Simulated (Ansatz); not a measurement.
```yaml
atoms:
  - { symbol: O, position_ang: [-3.6963, -0.8796, 0.5498] }
  - { symbol: S, position_ang: [-2.1639, 1.2394, 2.4306] }
  - { symbol: Si, position_ang: [-3.2467, -0.3228, 2.0311] }
  - { symbol: H, position_ang: [-3.3816, -0.3650, -0.2076] }
  - { symbol: H, position_ang: [-3.8621, -1.2913, 2.9642] }
```

Geometry: PBE0-D3(BJ)/pcseg-1.

Level of theory: Ansatz 0.2.0, isolated molecule in a Gaussian basis; Kohn-Sham density functional theory, functional PBE0.

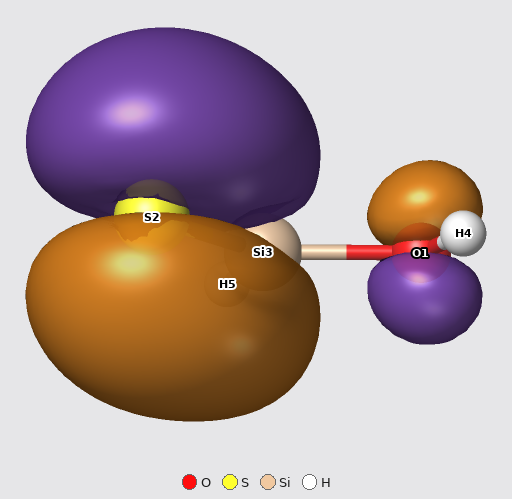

H2OSSi (SMILES O[SiH]=S). The HOMO−1 at ±0.08 Å⁻³ᐟ² (orange and purple are the two phases), seen from one side.

> What is the character of this orbital?

By Hirshfeld shares it lies mainly on S2 (about 70 %) and Si3 (about 25 %); it changes sign across the molecular plane (π type); π-bonding across S2–Si3. Its energy is −7.83 eV.
